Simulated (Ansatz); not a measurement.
# [OF2]+ (SMILES F[O+]F) at UCCSD/STO-3G

Aim: the energy change on altering one bond length of [OF2]+ at UCCSD/STO-3G, from 2 runs. 

Program for the calculation: Ansatz 0.2.0.

16 further runs of the same task are left out: 13 that didn't finish, 3 set aside as unsound or not needed.

## 1. The system as given

The species is [OF2]+ (3 atoms), meant as a doublet with charge +1. As SMILES, `F[O+]F`. The coordinates come from a GFN2-xTB relaxation.

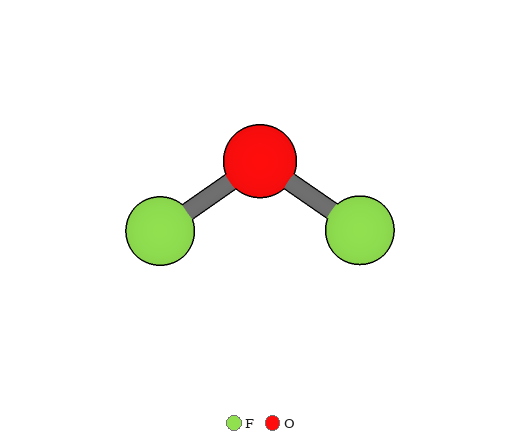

The structure, seen from a chosen angle (fluorine green, oxygen red).

## 2. The energy at UCCSD/STO-3G

File job.yaml:

```yaml
crystal:
  periodic: [false, false, false]
  atoms:
    - {symbol: F, position_ang: [0.928320, -0.299370, 0.478940]}
    - {symbol: O, position_ang: [0.000600, 0.484920, 0.053430]}
    - {symbol: F, position_ang: [-0.928920, -0.185540, -0.532380]}
basis:
  gaussian: {orbitals: STO-3G}
total_charge: 1
magnetization: {spin_polarized: true, initial_magnetization: 1}
correlation: {method: ccsd, frozen_orbitals: {F: 1, O: 1}}
accuracy: high
scf: {omitted_lower_state_checks: [cluster_reference, increment]}
```

The run is started by

```bash
$ ansatz run job.yaml --threads 1 --pin off --max-ram 2610MiB --events-out events.jsonl --progress --plain --runs-dir runs
```

Standard output:

```text
Warning: RAYON_NUM_THREADS=1 ignored (pool sized by the plan → 1); use --threads N
Functional definition: HF
  name "HF"
  exchange = exact_x
  correlation = 0
these checks for a lower state are left out or cut short: cluster_reference, increment
250 factors; integrals over basis functions are off by at most 3.9e-8 eV
mean field evaluation 1: about -7327.4002 eV, gradient 2.4e1 eV
mean field evaluation 2: about -7327.5914 eV, gradient 2.4e1 eV
mean field evaluation 4: about -7331.3290 eV, gradient 2.6e0 eV
mean field evaluation 8: about -7331.6523 eV, gradient 2.8e-1 eV
mean field evaluation 16: about -7331.6474 eV, gradient 1.7e-8 eV
mean field evaluation 32: about -7331.6519 eV, gradient 2.3e-1 eV
mean field -7331.64741778 eV, -269.4330730342 hartree, gradient 2.3e-8 eV, S^2 0.769504; 3 other end points of the search recorded, 0 dependent functions left out
3 core orbitals not correlated: weight in the atoms' cores, before any rotation towards them, 1.000 or more for the frozen orbitals, at most 0.000 for the correlated occupied ones
reference -7331.64741778 eV, -269.4330730342 hartree; 10, 9 occupied and 2, 3 virtual orbitals, 250 factors
second order -2.76534069 eV of doubles, -0.00000000 eV of singles
cycle   1  -3.30445785 eV  change   -5.4e-1 eV  update   9.4e-2
cycle   2  -3.80533088 eV  change   -5.0e-1 eV  update   5.9e-2
cycle   3  -4.00318059 eV  change   -2.0e-1 eV  update   3.1e-2
cycle   4  -4.01915618 eV  change   -1.6e-2 eV  update   1.2e-2
cycle   5  -4.02634159 eV  change   -7.2e-3 eV  update   3.4e-3
cycle   6  -4.03177527 eV  change   -5.4e-3 eV  update   1.6e-3
cycle   7  -4.02865126 eV  change    3.1e-3 eV  update   6.3e-4
cycle   8  -4.02947104 eV  change   -8.2e-4 eV  update   2.4e-4
cycle   9  -4.02986250 eV  change   -3.9e-4 eV  update   1.0e-4
cycle  10  -4.02967510 eV  change    1.9e-4 eV  update   3.8e-5
cycle  11  -4.02968084 eV  change   -5.7e-6 eV  update   1.4e-5
cycle  12  -4.02967869 eV  change    2.2e-6 eV  update   7.1e-6
cycle  13  -4.02968601 eV  change   -7.3e-6 eV  update   3.1e-6
cycle  14  -4.02968590 eV  change    1.1e-7 eV  update   1.6e-6
cycle  15  -4.02968361 eV  change    2.3e-6 eV  update   9.0e-7
cycle  16  -4.02968402 eV  change   -4.0e-7 eV  update   3.9e-7
cycle  17  -4.02968445 eV  change   -4.3e-7 eV  update   1.9e-7
cycle  18  -4.02968453 eV  change   -8.6e-8 eV  update   7.7e-8
cycle  19  -4.02968448 eV  change    4.8e-8 eV  update   4.8e-8
cycle  20  -4.02968431 eV  change    1.7e-7 eV  update   9.0e-8
cycle  21  -4.02968407 eV  change    2.4e-7 eV  update   4.6e-8
cycle  22  -4.02968400 eV  change    7.5e-8 eV  update   1.8e-8
cycle  23  -4.02968399 eV  change    5.4e-9 eV  update   6.2e-9
cycle  24  -4.02968399 eV  change   -3.9e-9 eV  update   2.8e-9
cycle  25  -4.02968400 eV  change   -2.0e-9 eV  update   1.2e-9
cycle  26  -4.02968400 eV  change  -6.9e-10 eV  update  4.6e-10
Total energy: -7335.67710178 eV, -269.5811611897 hartree
Checks for a lower state left out: cluster_reference, increment
```

It took 0.32 s on 1 thread of Arm Neoverse V1, shared host.

## 3. The distorted shape

File in.yaml:

```yaml
basis:
  gaussian: {orbitals: STO-3G}
crystal:
  periodic: [false, false, false]
  atoms:
    - {symbol: F, position_ang: [1.160267, -0.495457, 0.585326]}
    - {symbol: O, position_ang: [0.000600, 0.484920, 0.053430]}
    - {symbol: F, position_ang: [-0.928920, -0.185540, -0.532380]}
total_charge: 1
magnetization: {spin_polarized: true, initial_magnetization: 1}
correlation: {method: ccsd, frozen_orbitals: {F: 1, O: 1}}
accuracy: high
scf: {omitted_lower_state_checks: [cluster_reference, increment]}
```

The run is started by

```bash
$ ansatz run in.yaml --threads 1 --pin off --max-ram 2610MiB --events-out events.jsonl --progress --plain --runs-dir runs
```

Standard output:

```text
Warning: RAYON_NUM_THREADS=1 ignored (pool sized by the plan → 1); use --threads N
Functional definition: HF
  name "HF"
  exchange = exact_x
  correlation = 0
these checks for a lower state are left out or cut short: cluster_reference, increment
250 factors; integrals over basis functions are off by at most 5.2e-8 eV
mean field evaluation 1: about -7321.0436 eV, gradient 3.0e1 eV
mean field evaluation 2: about -7321.1863 eV, gradient 3.0e1 eV
mean field evaluation 4: about -7329.3682 eV, gradient 5.2e0 eV
mean field evaluation 8: about -7330.8937 eV, gradient 1.9e0 eV
mean field evaluation 16: about -7331.8532 eV, gradient 3.2e-3 eV
mean field evaluation 32: about -7331.6336 eV, gradient 2.5e-2 eV
mean field evaluation 64: about -7330.9006 eV, gradient 9.9e-2 eV
mean field evaluation 96: about -7330.6368 eV, gradient 4.3e-8 eV
mean field evaluation 128: about -7331.8316 eV, gradient 4.0e-1 eV
mean field evaluation 160: about -7331.0220 eV, gradient 5.2e-1 eV
mean field evaluation 192: about -7324.8493 eV, gradient 7.0e0 eV
mean field evaluation 224: about -7330.5455 eV, gradient 1.8e0 eV
mean field evaluation 256: about -7330.7476 eV, gradient 2.0e-5 eV
mean field -7331.84283846 eV, -269.4402546117 hartree, gradient 6.0e-8 eV, S^2 1.375158; 20 other end points of the search recorded, 0 dependent functions left out
3 core orbitals not correlated: weight in the atoms' cores, before any rotation towards them, 1.000 or more for the frozen orbitals, at most 0.000 for the correlated occupied ones
reference -7331.84283846 eV, -269.4402546117 hartree; 10, 9 occupied and 2, 3 virtual orbitals, 250 factors
second order -1.86691674 eV of doubles, -0.00000000 eV of singles
cycle   1  -2.27733480 eV  change   -4.1e-1 eV  update   9.8e-2
cycle   2  -2.78553212 eV  change   -5.1e-1 eV  update   6.7e-2
cycle   3  -3.21366509 eV  change   -4.3e-1 eV  update   4.7e-2
cycle   4  -3.34004166 eV  change   -1.3e-1 eV  update   3.0e-2
cycle   5  -3.46382668 eV  change   -1.2e-1 eV  update   2.3e-2
cycle   6  -3.65611312 eV  change   -1.9e-1 eV  update   1.7e-2
cycle   7  -3.67662968 eV  change   -2.1e-2 eV  update   1.1e-2
cycle   8  -3.70832712 eV  change   -3.2e-2 eV  update   7.1e-3
cycle   9  -3.73770856 eV  change   -2.9e-2 eV  update   5.0e-3
cycle  10  -3.73769030 eV  change    1.8e-5 eV  update   3.6e-3
cycle  11  -3.74186814 eV  change   -4.2e-3 eV  update   2.4e-3
cycle  12  -3.74774197 eV  change   -5.9e-3 eV  update   1.6e-3
cycle  13  -3.74581605 eV  change    1.9e-3 eV  update   8.6e-4
cycle  14  -3.74707635 eV  change   -1.3e-3 eV  update   6.4e-4
cycle  15  -3.74660462 eV  change    4.7e-4 eV  update   4.3e-4
cycle  16  -3.74661050 eV  change   -5.9e-6 eV  update   2.9e-4
cycle  17  -3.74648998 eV  change    1.2e-4 eV  update   2.0e-4
cycle  18  -3.74634888 eV  change    1.4e-4 eV  update   1.2e-4
cycle  19  -3.74647128 eV  change   -1.2e-4 eV  update   7.5e-5
cycle  20  -3.74651579 eV  change   -4.5e-5 eV  update   5.6e-5
cycle  21  -3.74657205 eV  change   -5.6e-5 eV  update   4.5e-5
cycle  22  -3.74661755 eV  change   -4.5e-5 eV  update   3.2e-5
cycle  23  -3.74664059 eV  change   -2.3e-5 eV  update   2.0e-5
cycle  24  -3.74667357 eV  change   -3.3e-5 eV  update   1.3e-5
cycle  25  -3.74669051 eV  change   -1.7e-5 eV  update   9.9e-6
cycle  26  -3.74669884 eV  change   -8.3e-6 eV  update   7.9e-6
cycle  27  -3.74668847 eV  change    1.0e-5 eV  update   6.2e-6
cycle  28  -3.74667004 eV  change    1.8e-5 eV  update   4.6e-6
cycle  29  -3.74665834 eV  change    1.2e-5 eV  update   3.4e-6
cycle  30  -3.74664567 eV  change    1.3e-5 eV  update   2.6e-6
cycle  31  -3.74663917 eV  change    6.5e-6 eV  update   1.7e-6
cycle  32  -3.74663670 eV  change    2.5e-6 eV  update   1.1e-6
cycle  33  -3.74663591 eV  change    7.8e-7 eV  update   8.6e-7
cycle  34  -3.74663661 eV  change   -6.9e-7 eV  update   7.3e-7
cycle  35  -3.74663690 eV  change   -2.9e-7 eV  update   6.4e-7
cycle  36  -3.74663726 eV  change   -3.6e-7 eV  update   5.0e-7
cycle  37  -3.74663767 eV  change   -4.1e-7 eV  update   3.5e-7
cycle  38  -3.74663811 eV  change   -4.4e-7 eV  update   2.4e-7
cycle  39  -3.74663804 eV  change    7.1e-8 eV  update   1.6e-7
cycle  40  -3.74663793 eV  change    1.1e-7 eV  update   1.3e-7
cycle  41  -3.74663777 eV  change    1.6e-7 eV  update   1.1e-7
cycle  42  -3.74663763 eV  change    1.4e-7 eV  update   1.1e-7
cycle  43  -3.74663756 eV  change    6.8e-8 eV  update   1.6e-7
cycle  44  -3.74663739 eV  change    1.7e-7 eV  update   8.6e-8
cycle  45  -3.74663721 eV  change    1.8e-7 eV  update   6.1e-8
cycle  46  -3.74663703 eV  change    1.9e-7 eV  update   4.6e-8
cycle  47  -3.74663672 eV  change    3.0e-7 eV  update   3.4e-8
cycle  48  -3.74663662 eV  change    1.1e-7 eV  update   1.9e-8
cycle  49  -3.74663656 eV  change    5.5e-8 eV  update   1.2e-8
cycle  50  -3.74663654 eV  change    2.4e-8 eV  update   6.4e-9
cycle  51  -3.74663655 eV  change   -1.0e-8 eV  update   3.3e-9
cycle  52  -3.74663655 eV  change   -4.2e-9 eV  update   2.0e-9
cycle  53  -3.74663656 eV  change   -3.8e-9 eV  update   1.3e-9
cycle  54  -3.74663656 eV  change   -1.8e-9 eV  update  8.3e-10
Total energy: -7335.58947502 eV, -269.5779409657 hartree
Checks for a lower state left out: cluster_reference, increment
```

It took 0.83 s on 1 thread of Arm Neoverse V1, shared host.

## 4. Summary of results

At UCCSD/STO-3G, 3 core orbitals frozen:

| quantity | value |
| --- | --- |
| first shape: total energy | -269.58116 Eh |
| first shape: correlation energy (3 core orbitals frozen) | -148.1 mEh |
| first shape: ⟨S²⟩ of the reference determinant | 0.770 |
| first shape: T1 diagnostic | 0.042 |
| distorted shape: total energy | -269.57794 Eh |
| distorted shape: correlation energy (3 core orbitals frozen) | -137.7 mEh |
| distorted shape: ⟨S²⟩ of the reference determinant | 1.375 |
| distorted shape: T1 diagnostic | 0.076 |
| energy change with the F1–O2 bond stretched from 1.287 to 1.609 Å | 0.088 eV |

**Reading.** With the F1–O2 bond stretched from 1.287 to 1.609 Å the energy rises by 0.09 eV (2.0 kcal/mol). The first shape isn't relaxed at this level, so the change isn't measured from a minimum. The minimal basis adds a large error of its own. ⟨S²⟩ (distorted shape) is 1.38 where a pure doublet has 0.75: the reference is spin-contaminated. The T1 diagnostic (distorted shape) of 0.076 is above the customary mark for such species, so a single reference may not serve.
